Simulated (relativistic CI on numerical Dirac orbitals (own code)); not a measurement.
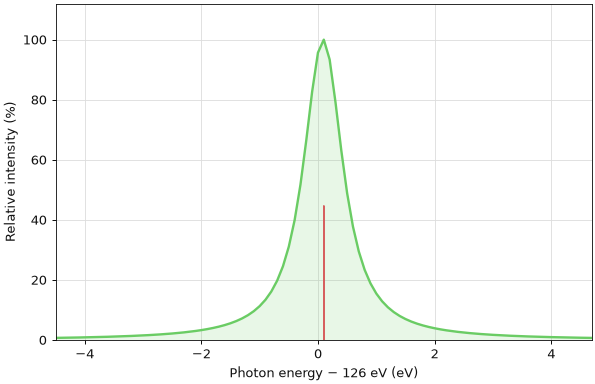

N₄,₅ X-ray absorption of La IV (La³⁺), [Xe], in a field of C2v symmetry with B20 = 620, B22 = 170, B40 = −850, B42 = 250, B44 = −100, B60 = −570, B62 = −50, B64 = −200, B66 = 290 cm⁻¹ (Wybourne parameters). Sticks are the strongest transitions, on a scale of their own. Multiplet model: relativistic Dirac–Coulomb–Breit theory, one configuration a step, Slater integrals scaled by 0.9, 10 K, Voigt broadening (Lorentzian 0.75 eV, Gaussian 0.2 eV full widths), computed with a radial Dirac CI code.

> Describe the spectrum.

The main maxima lie at 126.1 eV (100), heights in % of the largest; the centroid is at 126.0 eV. The ground state has S = 0.00.

Caveat: free-ion energies, so absolute edge positions are off by a few eV from solids; core and valence shell share one n, so the strongest features autoionise and are far broader and can lie several eV off in experiment.
